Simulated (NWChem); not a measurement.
# P2H4 (diphosphine) at r2SCAN/6-311+G(d,p)

Aim: the vertical ionisation energy of P2H4 (diphosphine) at r2SCAN/6-311+G**, from 2 runs. 

The calculation is run with NWChem 7.3.0.

## (1) The molecule

P2H4: 6 atoms, total charge 0, spin state singlet. SMILES: `PP`. The coordinates come from a PBE0-D4/def2-TZVP relaxation. This is one conformer, not always the lowest.

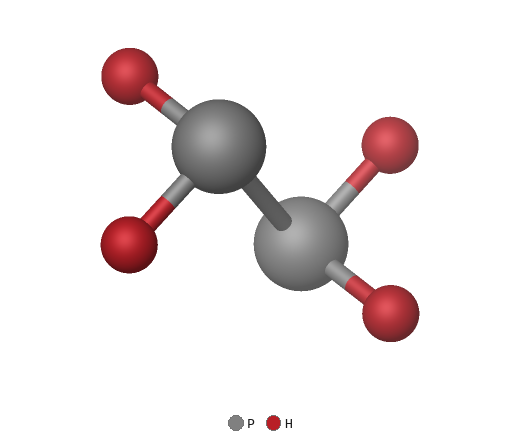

The structure, seen from a chosen angle (phosphorus grey, hydrogen red).

## (2) A single-point energy at r2SCAN/6-311+G(d,p)

File struct.nw:

```
start struct
title "H4P2"
memory total 2200 mb

geometry units angstroms noautosym nocenter noautoz
  P      0.365100    -1.048800    -0.082300
  P     -0.365200     1.049100     0.078100
  H     -0.497000    -1.521600     0.945000
  H     -0.572100    -1.392900    -1.094900
  H      0.502800     1.524600    -0.942900
  H      0.566400     1.389600     1.097000
end

basis spherical bse
  * library 6-311+G**
end

dft
  xc r2scan
  grid lebedev 75 11
  convergence energy 1e-08
  maxiter 100
  mulliken
  print low
end

task dft energy
```

On the command line:

```console
$ nwchem struct.nw > struct.out
```

Log:

```text
[...]
 d= 0,ls=0.0,diis     1   -685.0257666391 -7.74D+02  5.59D-03  8.63D-01     0.8
[...]
 d= 0,ls=0.0,diis     8   -685.0503463170 -9.32D-10  1.75D-07  5.10D-11     5.3
         Total DFT energy =     -685.050346317019
      One electron energy =    -1122.933130746865
           Coulomb energy =      397.170378188207
    Exchange-Corr. energy =      -47.906654110423
 Nuclear repulsion energy =       88.619060352061
[...]
      Total Density - Mulliken Population Analysis
     ---------------------------------------------
    Atom       Charge   Shell Charges
 -----------   ------   -------------------------------------------------------
    1 P   15    15.08   0.79  1.17  0.92  1.06  0.92  1.00  2.03  3.85  0.64  2.07  0.59  0.03 -0.06  0.08
    2 P   15    15.08   0.79  1.17  0.92  1.06  0.92  1.00  2.03  3.85  0.64  2.07  0.59  0.03 -0.06  0.08
    3 H    1     0.96   0.24  0.57  0.13  0.02
    4 H    1     0.96   0.24  0.57  0.13  0.02
    5 H    1     0.96   0.24  0.57  0.13  0.02
    6 H    1     0.96   0.24  0.57  0.13  0.02
[...]
```

It took 6 s on 1 thread of Intel Xeon 6975P-C (Granite Rapids), shared host; peak memory 0.11 GiB.

## (3) The doublet cation at the same level

File job.nw:

```
start job
title "H4P2"
memory total 2200 mb
charge 1

geometry units angstroms noautosym nocenter noautoz
   P     0.365100   -1.048800   -0.082300
   P    -0.365200    1.049100    0.078100
   H    -0.497000   -1.521600    0.945000
   H    -0.572100   -1.392900   -1.094900
   H     0.502800    1.524600   -0.942900
   H     0.566400    1.389600    1.097000
end

basis spherical bse
   * library 6-311+G**
end

dft
   xc r2scan
   mult 2
   grid lebedev 75 11
   convergence energy 1e-08
   maxiter 100
   mulliken
   print low
end

task dft energy
```

On the command line:

```console
$ nwchem job.nw > job.out
```

Log:

```text
[...]
 d= 0,ls=0.0,diis     1   -684.6178960735 -7.73D+02  6.98D-03  8.49D-01     1.1
[...]
 d= 0,ls=0.0,diis    11   -684.7195684870 -3.61D-09  1.56D-07  2.00D-10    10.4
[...]
         Total DFT energy =     -684.719568486963
      One electron energy =    -1114.194886034092
           Coulomb energy =      388.471333347529
    Exchange-Corr. energy =      -47.615076152460
 Nuclear repulsion energy =       88.619060352061
[...]
      Total Density - Mulliken Population Analysis
     ---------------------------------------------
    Atom       Charge   Shell Charges
 -----------   ------   -------------------------------------------------------
    1 P   15    14.78   0.79  1.17  0.92  1.06  0.95  0.92  2.03  3.85  0.63  2.02  0.40  0.02 -0.06  0.08
    2 P   15    14.78   0.79  1.17  0.92  1.06  0.95  0.92  2.03  3.85  0.63  2.02  0.40  0.02 -0.06  0.08
    3 H    1     0.86   0.24  0.54  0.06  0.02
    4 H    1     0.86   0.24  0.54  0.06  0.02
    5 H    1     0.86   0.24  0.54  0.06  0.02
    6 H    1     0.86   0.24  0.54  0.06  0.02
[...]
      <S2> =      0.7609 (Exact =     0.7500)
[...]
```

Run time: 11 s. Hardware: 1 thread of Intel Xeon 6975P-C (Granite Rapids), shared host; peak memory 0.11 GiB.

## (4) What came out

At r2SCAN/6-311+G**:

| quantity | value |
| --- | --- |
| singlet P2H4: total energy | -685.05035 Eh |
| doublet cation: total energy | -684.71957 Eh |
| doublet cation: ⟨S²⟩ | 0.761 |
| vertical ionisation energy (to the doublet cation) | 9.001 eV |

**Reading.** Removing an electron at fixed nuclei costs 9.00 eV (208 kcal/mol).
